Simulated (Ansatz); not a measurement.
The relaxed structure here is a generated cell of CeO2: the first start was made by a random draw of sites in a space group, and the end was not matched to a known phase here, so it may be hypothetical. Known forms of CeO2 include space group No. 225.

One stationary structure of CeO$_{2}$. Computed with r2SCAN (plane waves to 500 eV, PAW, scalar-relativistic; Ansatz, a quantum-chemistry and plane-wave program).

P6₃mc (No. 186), hP6; a = 3.715 Å, b = 3.715 Å, c = 6.887 Å, α = 90.00°, β = 90.00°, γ = 120.00°.

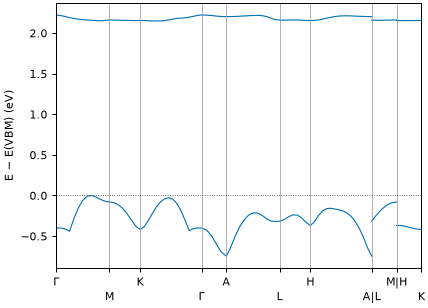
Figure: Highest filled and lowest empty band along the path of this cell's Brillouin zone

Q: Read off the gap and say whether it is direct.

A: 2.15 eV, direct within 0.03 eV (at 67 % of the way from Γ to M) (no spin-orbit coupling).

Q: How far does the top valence band disperse along this path?

A: About 0.7 eV.

No spin polarisation in the result. No Hubbard U is applied. The f-shell occupation is the one the SCF fell into and was not checked against other states.

It was reached from a disturbed copy of a P4/mmm (No. 123) cell, against which it lies -345 meV/atom.
